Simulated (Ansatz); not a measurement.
# Geometry relaxation of ZrH₂Cl₂O₂

- system: ZrH₂Cl₂O₂
- method: RKS BLYP/def2-SVP (Ansatz 0.2.0)

It belongs to a series of runs on one base structure; here: start relaxed.

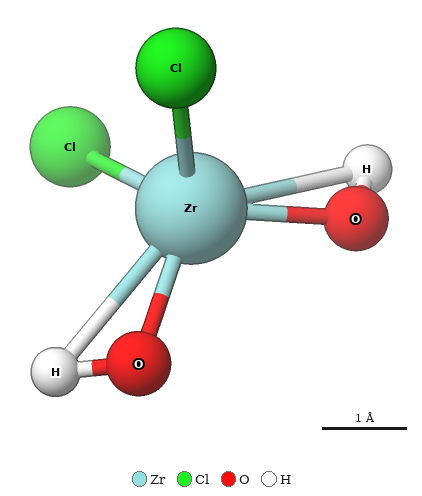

Figure 1. The structure as given in the input (ball-and-stick view, seen at a tilt). Sticks mark near contacts.

Input file:
```yaml
crystal:
  periodic: [false, false, false]
  atoms:
    - { symbol: Zr, position_ang: [0.0, 0.0, 0.0] }
    - { symbol: Cl, position_ang: [0.0, 0.0, 2.52] }
    - { symbol: O, position_ang: [1.952, 0.0, -0.6893] }
    - { symbol: H, position_ang: [2.2684, -0.9521, -0.806] }
    - { symbol: O, position_ang: [-0.975, 1.6891, -0.6893] }
    - { symbol: H, position_ang: [-1.9328, 1.4584, -0.9117] }
    - { symbol: Cl, position_ang: [-1.1869, -2.0563, -0.8392] }
basis:
  gaussian: { orbitals: def2-SVP }
hamiltonian:
  xc: blyp
relax:
  f_tol: 0.02
  max_steps: 40
output:
  orbitals: {}
```

Run as:
```bash
ansatz run input.yaml --threads 2 --pin off --max-ram 3072MiB --backend cpu --events-out ev --progress --plain --runs-dir out
```

What the program printed:
```
The last accepted step is kept in [file] (removed where the run ends without a failure and the disk answers)
Engine: ansatz 0.2.0, aarch64-unknown-linux-gnu
Functional definition: BLYP
  parameter beta = 0.0042
  parameter a = 0.04918
  parameter b = 0.132
  parameter c = 0.2533
  parameter d = 0.349
  exchange = b88_x(beta = beta)
  correlation = lyp_c(a = a, b = b, c = c, d = d)
1070 factors; their error is unknown
mean field evaluation 1: about -30432.3851 eV, gradient 8.8e1 eV
mean field evaluation 2: about -30040.3953 eV, gradient 3.4e2 eV
mean field evaluation 4: about -30444.8960 eV, gradient 2.8e1 eV
mean field evaluation 8: about -30447.1116 eV, gradient 6.2e-1 eV
mean field evaluation 16: about -30447.0725 eV, gradient 7.3e-4 eV
mean field -30447.07252329 eV, -1118.9092774638 hartree, gradient 3.3e-5 eV, S^2 0.000000; 0 other end points of the search recorded, 0 dependent functions left out
the calculation of the forces begins
reference -30447.07296207 eV, -1118.9092935887 hartree; 32, 32 occupied and 73, 73 virtual orbitals, 1070 factors
relax step   1: F+E_penalty+E_count = -30447.07252329 eV  Δ(F+E_penalty+E_count) = +0.000e0 eV  max|allowed force component| = 2.345e0 eV/Å  Δτ_max = 0.0000 Å  (31 SCF iters, accepted)
these checks for a lower state are left out or cut short: starts, cluster_reference, orbital_swaps, neighbouring_geometries, increment
1070 factors; their error is unknown
mean field -30447.56815348 eV, -1118.9274915375 hartree, gradient 1.1e-5 eV, S^2 0.000000; 0 other end points of the search recorded, 0 dependent functions left out
[... from here on the field's lines of each further geometry are left out, up to the last ...]
relax step   2: F+E_penalty+E_count = -30447.56815348 eV  Δ(F+E_penalty+E_count) = -4.956e-1 eV  max|allowed force component| = 1.421e0 eV/Å  Δτ_max = 0.1936 Å  (34 SCF iters, accepted)
relax step   3: F+E_penalty+E_count = -30447.64065436 eV  Δ(F+E_penalty+E_count) = -7.250e-2 eV  max|allowed force component| = 1.882e0 eV/Å  Δτ_max = 0.1939 Å  (35 SCF iters, accepted)
relax step   4: F+E_penalty+E_count = -30447.82164879 eV  Δ(F+E_penalty+E_count) = -1.810e-1 eV  max|allowed force component| = 5.611e-1 eV/Å  Δτ_max = 0.2000 Å  (34 SCF iters, accepted)
relax step   5: F+E_penalty+E_count = -30447.84993936 eV  Δ(F+E_penalty+E_count) = -2.829e-2 eV  max|allowed force component| = 4.619e-1 eV/Å  Δτ_max = 0.0892 Å  (30 SCF iters, accepted)
relax step   6: F+E_penalty+E_count = -30447.88986744 eV  Δ(F+E_penalty+E_count) = -3.993e-2 eV  max|allowed force component| = 1.798e-1 eV/Å  Δτ_max = 0.1999 Å  (33 SCF iters, accepted)
relax step   7: F+E_penalty+E_count = -30447.91310500 eV  Δ(F+E_penalty+E_count) = -2.324e-2 eV  max|allowed force component| = 1.453e-1 eV/Å  Δτ_max = 0.0901 Å  (29 SCF iters, accepted)
relax step   8: F+E_penalty+E_count = -30447.78766784 eV  Δ(F+E_penalty+E_count) = +1.254e-1 eV  max|allowed force component| = 2.319e0 eV/Å  Δτ_max = 0.1951 Å  (33 SCF iters, rejected (line search))
relax step   9: F+E_penalty+E_count = -30447.93339665 eV  Δ(F+E_penalty+E_count) = -2.029e-2 eV  max|allowed force component| = 1.989e-1 eV/Å  Δτ_max = 0.0976 Å  (34 SCF iters, accepted)
relax step  10: F+E_penalty+E_count = -30447.93825145 eV  Δ(F+E_penalty+E_count) = -4.855e-3 eV  max|allowed force component| = 4.233e-2 eV/Å  Δτ_max = 0.0434 Å  (28 SCF iters, accepted)
relax step  11: F+E_penalty+E_count = -30447.93947197 eV  Δ(F+E_penalty+E_count) = -1.221e-3 eV  max|allowed force component| = 2.796e-1 eV/Å  Δτ_max = 0.0800 Å  (29 SCF iters, accepted)
relax step  12: F+E_penalty+E_count = -30447.94110522 eV  Δ(F+E_penalty+E_count) = -1.633e-3 eV  max|allowed force component| = 6.595e-2 eV/Å  Δτ_max = 0.0138 Å  (30 SCF iters, accepted)
the calculation of the forces begins
reference -30447.94177934 eV, -1118.9412220345 hartree; 32, 32 occupied and 73, 73 virtual orbitals, 1070 factors
relax step  13: F+E_penalty+E_count = -30447.94134040 eV  Δ(F+E_penalty+E_count) = -2.352e-4 eV  max|allowed force component| = 1.037e-3 eV/Å  Δτ_max = 0.0035 Å  (29 SCF iters, accepted)
1070 factors; their error is unknown
mean field evaluation 128: about -30447.9413 eV, gradient 3.9e-4 eV
```

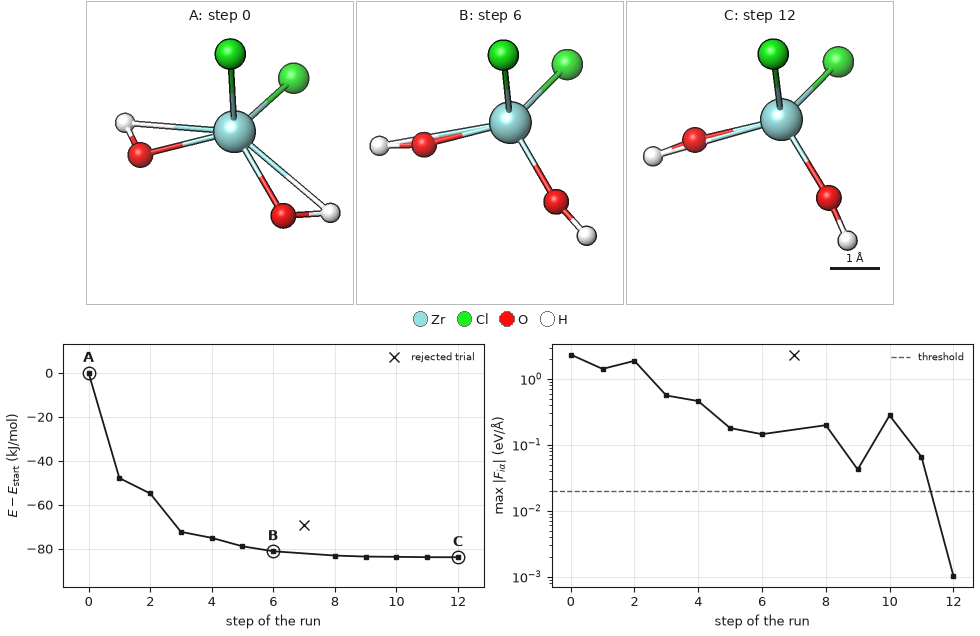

Figure 2. Frames of the relaxation (ball-and-stick view, seen at a tilt) above the curves, on which the letters mark them (the first geometry is step 0 here and step 1 in the log).

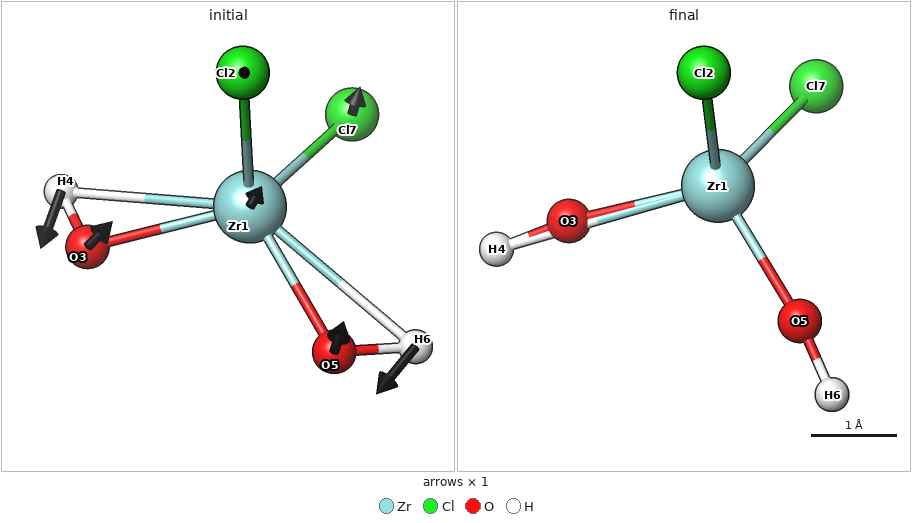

Figure 3. Before (left) and after (right) the relaxation, at one scale (ball-and-stick view, seen at a tilt). The black arrows give the displacements, at true length. The energy falls by 83.8 kJ/mol in 12 geometry steps. Largest force component: 2.3 eV/Å at the start, 0.001 eV/Å at the end. The line search rejected the trial step at point 7 (counted from 0) and went back. The largest moves after the best rigid fit, 0.77 Å, are those of H4 and H6. Largest moves by element: H 0.77 Å, O 0.45 Å, Cl 0.36 Å, Zr 0.30 Å. Distances before and after: Zr1–H4 2.589 → 2.884 Å, Zr1–O3 2.070 → 1.921 Å, Zr1–Cl2 2.520 → 2.392 Å, O3–H4 1.010 → 0.969 Å. Among the angles that change: Zr1–O3–H4 109.5° → 172.3°, Zr1–H4–O3 48.9° → 5.1°, H4–Zr1–Cl7 90.5° → 110.1°. (Atoms are counted from 1 in the order of the input.)

```
mean field -30447.94134040 eV, -1118.9412059039 hartree, gradient 2.3e-5 eV, S^2 0.000000; 1 other end points of the search recorded, 0 dependent functions left out
the calculation of the forces begins
reference -30447.94177934 eV, -1118.9412220345 hartree; 32, 32 occupied and 73, 73 virtual orbitals, 1070 factors
Total energy: -30447.94177934 eV, -1118.9412220345 hartree
Atom 0 at    -0.148957    -0.263666     0.059131 Å, force     0.000349     0.000383    -0.000001 eV/Å
Atom 1 at    -0.094849    -0.115048     2.446234 Å, force    -0.000348    -0.000675    -0.000938 eV/Å
Atom 2 at     1.653962    -0.317381    -0.601104 Å, force    -0.000053    -0.001037     0.000515 eV/Å
Atom 3 at     2.533852    -0.235043    -0.998828 Å, force     0.000867     0.000193    -0.000415 eV/Å
Atom 4 at    -1.085339     1.261941    -0.637281 Å, force    -0.000971    -0.000422     0.000403 eV/Å
Atom 5 at    -1.446938     2.060018    -1.051393 Å, force    -0.000251     0.000833    -0.000426 eV/Å
Atom 6 at    -1.286031    -2.251721    -0.632259 Å, force     0.000408     0.000725     0.000860 eV/Å
Dipole moment:     0.330934     0.562130    -0.518332 e Å
```

Trajectory as extended XYZ (Å, eV, eV/Å), 13 frames, from step=1 to step=13:
```
7
Properties=species:S:1:pos:R:3:forces:R:3 step=1 energy=-30447.07252
Zr    0.0000    0.0000    0.0000    0.3434   0.6063  -0.3346
Cl    0.0000    0.0000    2.5200   -0.0049  -0.0214  -1.5810
O     1.9520    0.0000   -0.6893   -1.9336  -1.2739   0.6108
H     2.2684   -0.9521   -0.8060   -0.0871   1.1657   0.0893
O    -0.9750    1.6891   -0.6893   -0.0987  -2.3454   0.4613
H    -1.9328    1.4584   -0.9117    1.0148   0.5427   0.2134
Cl   -1.1869   -2.0563   -0.8392    0.7659   1.3261   0.5407
7
Properties=species:S:1:pos:R:3:forces:R:3 step=2 energy=-30447.56815
Zr   -0.0160   -0.0271    0.0051    0.4158   0.7368  -0.3976
Cl   -0.0050   -0.0147    2.3270   -0.0063  -0.0174   1.1407
O     1.8069   -0.0262   -0.6678    0.7828  -1.2191  -0.2264
H     2.2704   -0.9122   -0.7665   -0.2508   1.1143   0.0532
O    -0.9219    1.5522   -0.6729   -1.4209   0.0232  -0.3678
H    -1.9042    1.4803   -0.8715    1.0670   0.3800   0.1745
Cl   -1.1046   -1.9131   -0.7689   -0.5875  -1.0180  -0.3765
7
Properties=species:S:1:pos:R:3:forces:R:3 step=3 energy=-30447.64065
Zr   -0.0300   -0.0534   -0.0570    0.2097   0.3395  -0.2413
Cl   -0.0032   -0.0155    2.3264   -0.0092  -0.0161   0.0941
O     1.8014   -0.0551   -0.7593    0.8433  -1.6790   0.4132
H     2.4040   -0.8749   -0.6310   -0.9374   1.6091  -0.3226
O    -0.9310    1.5372   -0.7670   -1.8822  -0.2005   0.1926
H    -1.9525    1.6112   -0.7405    1.8564   0.0754  -0.1212
Cl   -1.1630   -2.0104   -0.7871   -0.0806  -0.1283  -0.0149
7
Properties=species:S:1:pos:R:3:forces:R:3 step=4 energy=-30447.82165
Zr   -0.0653   -0.1195   -0.0430    0.1534   0.2645  -0.1979
Cl   -0.0476   -0.0673    2.3464    0.0043   0.0093  -0.0180
O     1.7577   -0.0994   -0.7456   -0.5611   0.0825   0.1515
H     2.5017   -0.7169   -0.7052    0.3556  -0.1524  -0.0366
O    -0.9445    1.4680   -0.7675    0.3395  -0.4428   0.1625
H    -1.8614    1.7774   -0.7916   -0.3005   0.2255  -0.0504
Cl   -1.2148   -2.1033   -0.7090    0.0088   0.0134  -0.0111
7
Properties=species:S:1:pos:R:3:forces:R:3 step=5 energy=-30447.84994
Zr   -0.0795   -0.1459   -0.0387    0.0325   0.0610  -0.0326
Cl   -0.0617   -0.0774    2.3495    0.0055   0.0144   0.0089
O     1.7316   -0.1299   -0.7321    0.2943  -0.3181   0.0566
H     2.5593   -0.6577   -0.7339   -0.3039   0.2724  -0.0357
O    -0.9577    1.4239   -0.7640   -0.4619   0.1067   0.0365
H    -1.8364    1.8618   -0.8063    0.4293  -0.1367  -0.0128
Cl   -1.2299   -2.1357   -0.6900    0.0043   0.0004  -0.0209
7
Properties=species:S:1:pos:R:3:forces:R:3 step=6 energy=-30447.88987
Zr   -0.1191   -0.2129    0.0167    0.1075   0.1798  -0.1698
Cl   -0.0697   -0.0779    2.4022   -0.0156  -0.0243   0.0245
O     1.6771   -0.2001   -0.6822    0.0422  -0.1463   0.0794
H     2.5891   -0.4933   -0.8430   -0.0540   0.0643  -0.0191
O    -0.9919    1.3415   -0.7163   -0.1526  -0.0349   0.0752
H    -1.7041    1.9749   -0.9046    0.0860  -0.0144  -0.0149
Cl   -1.2558   -2.1931   -0.6883   -0.0134  -0.0242   0.0248
7
Properties=species:S:1:pos:R:3:forces:R:3 step=7 energy=-30447.91310
Zr   -0.1236   -0.2198    0.0187    0.0001  -0.0021  -0.0006
Cl   -0.0853   -0.1030    2.4082    0.0029   0.0052  -0.0165
O     1.6730   -0.2398   -0.6599    0.1009  -0.1115   0.0383
H     2.5973   -0.4235   -0.8892   -0.0298   0.0571  -0.0279
O    -1.0297    1.3162   -0.6936   -0.1453   0.0311   0.0343
H    -1.6424    2.0231   -0.9491    0.0620   0.0049  -0.0264
Cl   -1.2635   -2.2143   -0.6504    0.0091   0.0154  -0.0013
7
Properties=species:S:1:pos:R:3:forces:R:3 step=8 energy=-30447.78767 accepted=F
Zr   -0.1364   -0.2391    0.0299   -0.1935  -0.3791   0.3105
Cl   -0.1084   -0.1408    2.4223    0.0307   0.0537  -0.0289
O     1.6672   -0.3353   -0.6049    2.2194   0.2022  -0.9372
H     2.6104   -0.2735   -0.9907   -2.0347  -0.1335   0.8266
O    -1.1232    1.2587   -0.6380   -0.9759   2.3190  -1.1128
H    -1.5066    2.1226   -1.0478    0.9304  -2.1073   0.9908
Cl   -1.2773   -2.2534   -0.5862    0.0236   0.0450  -0.0490
7
Properties=species:S:1:pos:R:3:forces:R:3 step=9 energy=-30447.93340
Zr   -0.1297   -0.2305    0.0297   -0.0281  -0.0497   0.0467
Cl   -0.0920   -0.1128    2.4184    0.0085   0.0143  -0.0070
O     1.6751   -0.2954   -0.6230    0.1989  -0.0384  -0.0515
H     2.5913   -0.3440   -0.9456   -0.1796   0.0445   0.0397
O    -1.0780    1.2913   -0.6573   -0.1349   0.1578  -0.0613
H    -1.5703    2.0555   -1.0032    0.1300  -0.1371   0.0479
Cl   -1.2706   -2.2249   -0.6345    0.0051   0.0085  -0.0145
7
Properties=species:S:1:pos:R:3:forces:R:3 step=10 energy=-30447.93825
Zr   -0.1356   -0.2405    0.0384   -0.0080  -0.0145   0.0117
Cl   -0.0869   -0.1040    2.4247    0.0002   0.0023   0.0114
O     1.6724   -0.3163   -0.6086    0.0169   0.0097  -0.0129
H     2.5748   -0.3081   -0.9635   -0.0423   0.0200   0.0024
O    -1.0945    1.2784   -0.6451    0.0005   0.0195  -0.0124
H    -1.5311    2.0593   -1.0192    0.0385  -0.0269   0.0040
Cl   -1.2734   -2.2297   -0.6421   -0.0057  -0.0102  -0.0043
7
Properties=species:S:1:pos:R:3:forces:R:3 step=11 energy=-30447.93947
Zr   -0.1478   -0.2618    0.0571    0.0036   0.0102  -0.0071
Cl   -0.0966   -0.1177    2.4441    0.0023   0.0036   0.0037
O     1.6555   -0.3166   -0.6028    0.2720   0.0181  -0.1176
H     2.5442   -0.2425   -0.9975   -0.2796  -0.0199   0.1216
O    -1.0854    1.2637   -0.6390   -0.1123   0.2307  -0.1167
H    -1.4585    2.0652   -1.0500    0.1156  -0.2401   0.1214
Cl   -1.2856   -2.2512   -0.6274   -0.0015  -0.0026  -0.0054
7
Properties=species:S:1:pos:R:3:forces:R:3 step=12 energy=-30447.94111
Zr   -0.1476   -0.2613    0.0573   -0.0350  -0.0659   0.0565
Cl   -0.0947   -0.1152    2.4442    0.0012   0.0029   0.0073
O     1.6543   -0.3203   -0.5993    0.0535   0.0113  -0.0277
H     2.5330   -0.2345   -0.9988    0.0068  -0.0022  -0.0013
O    -1.0882    1.2605   -0.6360   -0.0179   0.0547  -0.0291
H    -1.4460    2.0595   -1.0513   -0.0055   0.0049  -0.0017
Cl   -1.2850   -2.2496   -0.6316   -0.0030  -0.0056  -0.0040
7
Properties=species:S:1:pos:R:3:forces:R:3 step=13 energy=-30447.94134
Zr   -0.1490   -0.2637    0.0591    0.0003   0.0004   0.0000
Cl   -0.0948   -0.1150    2.4462   -0.0003  -0.0007  -0.0009
O     1.6540   -0.3174   -0.6011   -0.0001  -0.0010   0.0005
H     2.5339   -0.2350   -0.9988    0.0009   0.0002  -0.0004
O    -1.0853    1.2619   -0.6373   -0.0010  -0.0004   0.0004
H    -1.4469    2.0600   -1.0514   -0.0003   0.0008  -0.0004
Cl   -1.2860   -2.2517   -0.6323    0.0004   0.0007   0.0009
```

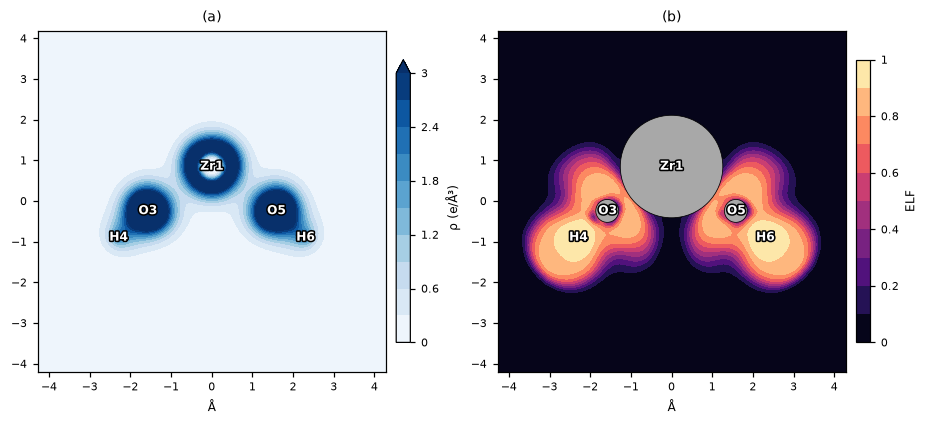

Figure 4. (a) total electron density; (b) electron localisation function on the plane of atoms O3, Zr1 and O5. Grey discs, where drawn, cover atomic cores. The section cuts through Zr, O and H sites.

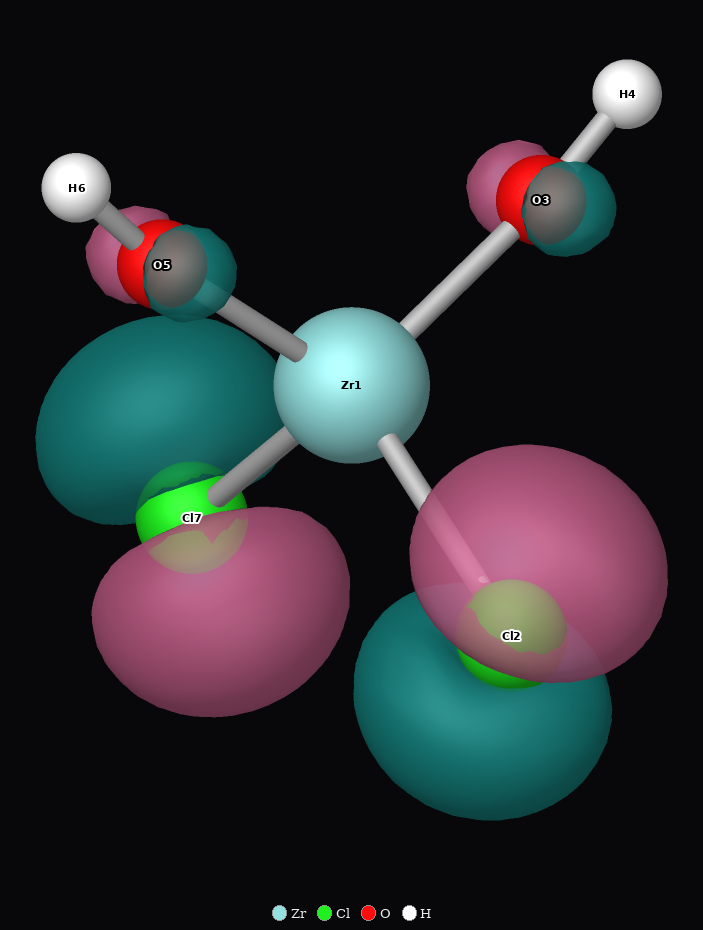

Figure 5. The HOMO at ±0.15 Å⁻³ᐟ² (teal and pink are the two phases), seen at a tilt. Its energy is −7.08 eV.

Key numbers:

| quantity | value |
| --- | --- |
| outcome | converged |
| total energy | −30447.9418 eV |
| mean-field energy | −30447.9418 eV |
| largest force (length of the vector) at the end | 0.001 eV/Å |
| hardware | 2 threads of Arm Neoverse V2, 24 GiB of memory available, shared host |
| wall time | 33 s (CPU time 64 s) |
| peak memory | 0.15 GiB |
